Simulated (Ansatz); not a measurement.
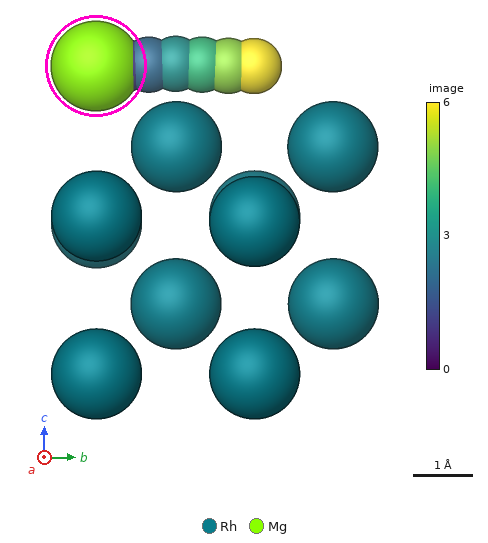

A nudged-elastic-band calculation for Mg on Rh(110) (17 atoms in the cell). Images are numbered from 0 (start) to 6 (end). The start is drawn whole; smaller spheres mark the moving atoms (Mg) in the later images, joined by lines and coloured by the number of the image. The picture is a spheres-only view of the simulation cell, with the vacuum cut short (origin moved), seen along the a axis. The moving atom is ringed, with any periodic copies.

The calculation used DFT PBE-D3(BJ), scalar-relativistic, plane waves, PAW (Ansatz 0.2.0).

Input
```yaml
crystal:
  lattice:
    - [7.6, 0.0, 0.0]
    - [0.0, 5.374012, 0.0]
    - [0.0, 0.0, 17.030509]
  atoms:
    - { symbol: Rh, position: [0.25, 0.25, 0.0587182] }
    - { symbol: Rh, position: [0.75, 0.25, 0.0587182] }
    - { symbol: Rh, position: [0.25, 0.75, 0.0587182] }
    - { symbol: Rh, position: [0.75, 0.75, 0.0587182] }
    - { symbol: Rh, position: [0.00022135, 0.00127449, 0.12856616] }
    - { symbol: Rh, position: [0.4997071, 0.00125647, 0.12864659] }
    - { symbol: Rh, position: [0.00014756, 0.49879836, 0.12864449] }
    - { symbol: Rh, position: [0.4997708, 0.49880971, 0.12848101] }
    - { symbol: Rh, position: [0.24984946, 0.24975338, 0.21079921] }
    - { symbol: Rh, position: [0.74984749, 0.24997894, 0.21629468] }
    - { symbol: Rh, position: [0.24988751, 0.75011246, 0.2161002] }
    - { symbol: Rh, position: [0.74985509, 0.75007409, 0.20942534] }
    - { symbol: Rh, position: [0.00255242, 0.00275374, 0.28531277] }
    - { symbol: Rh, position: [0.49713555, 0.00279243, 0.28533068] }
    - { symbol: Rh, position: [0.00289192, 0.49705162, 0.2853326] }
    - { symbol: Rh, position: [0.49686218, 0.49700279, 0.28520217] }
    - { symbol: Mg, position: [0.74970482, 0.74785432, 0.36580385] }
basis:
  ecutwfc: 420.0
kpoints:
  mp_grid: { grid: [2, 3, 1] }
hamiltonian:
  xc: pbe
  dispersion: d3bj
scf:
  occupations: { method: fermi_dirac, width: 0.05 }
  lower_state_search: "off"
neb:
  images: 5
  f_tol: 0.03
  initial_path: linear
  max_iterations: 32
  constraints: [{ sites: [0, 1, 2, 3] }]
  final_atoms:
    - { symbol: Rh, position: [0.25, 0.25, 0.0587182] }
    - { symbol: Rh, position: [0.75, 0.25, 0.0587182] }
    - { symbol: Rh, position: [0.25, 0.75, 0.0587182] }
    - { symbol: Rh, position: [0.75, 0.75, 0.0587182] }
    - { symbol: Rh, position: [0.00014756, -0.00120168, 0.12864449] }
    - { symbol: Rh, position: [0.4997708, -0.00119033, 0.12848101] }
    - { symbol: Rh, position: [0.00022135, 0.50127445, 0.12856616] }
    - { symbol: Rh, position: [0.4997071, 0.50125643, 0.12864659] }
    - { symbol: Rh, position: [0.24988751, 0.25011242, 0.2161002] }
    - { symbol: Rh, position: [0.74985509, 0.25007405, 0.20942534] }
    - { symbol: Rh, position: [0.24984946, 0.74975334, 0.21079921] }
    - { symbol: Rh, position: [0.74984749, 0.7499789, 0.21629468] }
    - { symbol: Rh, position: [0.00289192, -0.00294842, 0.2853326] }
    - { symbol: Rh, position: [0.49686218, -0.00299725, 0.28520217] }
    - { symbol: Rh, position: [0.00255242, 0.5027537, 0.28531277] }
    - { symbol: Rh, position: [0.49713555, 0.50279239, 0.28533068] }
    - { symbol: Mg, position: [0.74970482, 1.24785428, 0.36580385] }
  order_check: true
```

Command:
```bash
ansatz run input.yaml --threads 4 --pin off --max-ram 10240MiB --backend cpu --events-out ev --progress --plain --runs-dir out
```

### Describe the path and its energy.

The adsorbate starts on a hollow site and hops by a lattice vector of the surface; other mechanisms, such as exchange with a surface atom, weren't searched. The Mg atom travels furthest, 2.69 Å from end to end, on a straight line. At the highest image its nearest neighbour (Rh) is 2.51 Å away, against 2.66 Å at the start, and the surrounding atoms stand up to 0.13 Å off the mean of their end positions. The barrier is about 0.256 eV in both directions, with image 3 at the top; the ends have the same energy. The band converged in 5 iterations. The largest component of the band force went from 1.3 to 0.022 eV/Å. The climbing image converged on the top of the path. A check of its curvatures found one unstable direction (−0.64 eV/Å²), as a transition state must have.

Limits of the set-up: the k-point mesh is coarse for a cell with partly filled bands; the periodic images lie only 5.4 Å apart, so the values are limited by the cell's size.

The run took 9.9 min on 4 threads of AMD EPYC 7B13 (Zen 3), on a shared host, peak memory 4.6 GiB.
